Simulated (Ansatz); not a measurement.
Consider MoS2 (P6_3/mmc).

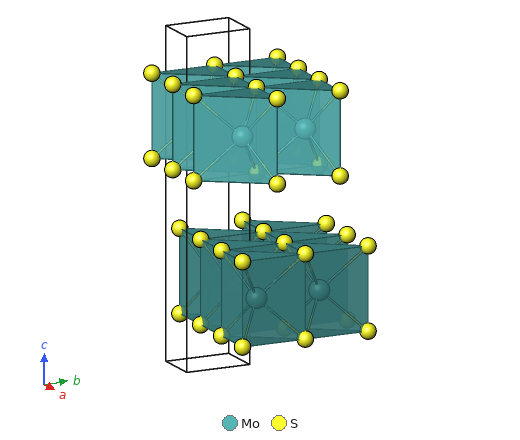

The structure (molybdenum teal, sulfur yellow). 3×2×1 cells are drawn. Some periodic images of atoms are drawn too.

The database entry behind the starting cell differs from later determinations by our own check (about 0.3 % long), so it need not match the best structure at ambient conditions.

```cif
data_structure
_symmetry_space_group_name_H-M 'P 1'
_symmetry_Int_Tables_number 1
_cell_length_a 3.1690
_cell_length_b 3.1690
_cell_length_c 12.3240
_cell_angle_alpha 90.000
_cell_angle_beta 90.000
_cell_angle_gamma 120.000
_cell_volume 107.18
loop_
_atom_site_label
_atom_site_type_symbol
_atom_site_fract_x
_atom_site_fract_y
_atom_site_fract_z
_atom_site_occupancy
Mo1 Mo 0.33333 0.66667 0.25000 1
Mo2 Mo 0.66667 0.33333 0.75000 1
S3 S 0.33333 0.66667 0.62300 1
S4 S 0.66667 0.33333 0.12300 1
S5 S 0.33333 0.66667 0.87700 1
S6 S 0.66667 0.33333 0.37700 1
```

The cell and positions come from the Crystallography Open Database and are kept as given unless a step says otherwise. PAW set soft_2, made with PBE.

Gaps computed with Ansatz 0.2.0 without a self-energy: LDA 0.81 eV, PBE 0.88 eV and HSE06 1.44 eV. The mean ε∞ by PBE perturbation theory is 12.38.

Question: Estimate the G0W0@PBE gap with 6×6×2 mesh, 848 empty bands, screening to 230 eV, default PAW files.

About 1.26 eV: on its mesh the run moves the gap from 0.89 eV by +0.38 eV. Among the scalar-relativistic levels given, HSE06 is nearest (+0.18 eV). One-shot corrections scale roughly with one over ε∞, here 0.08. Bands and cutoff are finite, so the gap is not at the basis limit. The miss can reach some tenths of an eV and take either sign; the mesh is an error of its own. The 6×6×2 mesh is coarse for this cell (its supercell is 19 Å along the shortest edge). The RPA ε∞ on it, from the PBE start, is 6.22 and 14.93; such meshes misread the long-range screening, most where the gap is narrow. The many-body steps are scalar-relativistic: spin-orbit coupling is not in them.

[Paths, hosts, dates, memory and timing lines, banners, echoed tables and standing remarks are left out of the program output.]

[Logs are printed without paths, hosts, clocks, repeated set-up lines and the standing remarks that a program may print on its own settings, such as how far it seeks lower states.]

[Runs of the session that timed out or met a known fault of the program may be left out.]

[Cells called generated may have been cut or substituted from an entry of the Crystallography Open Database or the Materials Project.]

[Hosts, paths, dates, database ids (printed as entryN), source tags and the programs' standing remarks are cut or masked in the printed files.]
